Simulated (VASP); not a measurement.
Band structure of BN (relaxed from the CsCl type structure, space group Pm-3m). Method: PBEsol GGA, VASP's PBE PAW potentials (set 64) (plane waves; VASP).

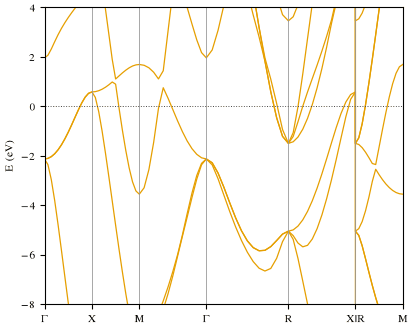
Bands along high-symmetry lines, zero at the valence-band maximum or, without a gap, the Fermi level

**Question.** Read the plot: is there a gap, and where are the band edges?

**Answer.** It has no gap at this level: it comes out as a metal or semimetal. (Edges off the drawn lines would not show.)

The structure was generated: BN was put into the CsCl type type (Pm-3m), which need not be its known phase. It was relaxed first, which changed the volume by +49 %.
